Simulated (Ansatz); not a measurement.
## ZnSe, response to strain

Start from ZnSe in the zinc blende structure (space group F-43m, No. 216).

```
CELL_PARAMETERS angstrom
      0.00000     2.86650     2.86650
      2.86650     0.00000     2.86650
      2.86650     2.86650     0.00000
ATOMIC_POSITIONS crystal
  Zn 0.00000 0.00000 0.00000
  Se 0.25000 0.25000 0.25000
```

Strains are applied to the cell and any free atomic positions relax.

All numbers come from PBE in Ansatz (plane waves to 420 eV, PAW, scalar-relativistic without spin-orbit coupling).

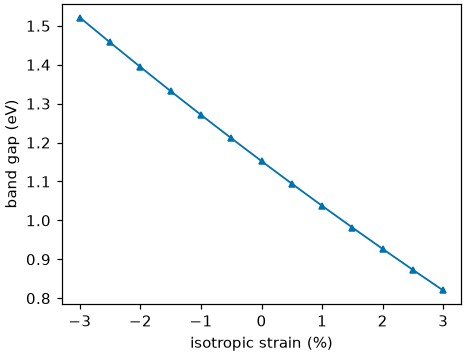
Figure. Band gap against isotropic strain

| isotropic strain (%) | band gap |
|---|---|
| -3 | 1.52 eV |
| -2.5 | 1.46 eV |
| -2 | 1.39 eV |
| -1.5 | 1.33 eV |
| -1 | 1.27 eV |
| -0.5 | 1.21 eV |
| 0.5 | 1.09 eV |
| 1 | 1.04 eV |
| 1.5 | 0.98 eV |
| 2 | 0.93 eV |
| 2.5 | 0.87 eV |
| 3 | 0.82 eV |

Stability against distortions was not tested.

Ansatz is a first-principles code.
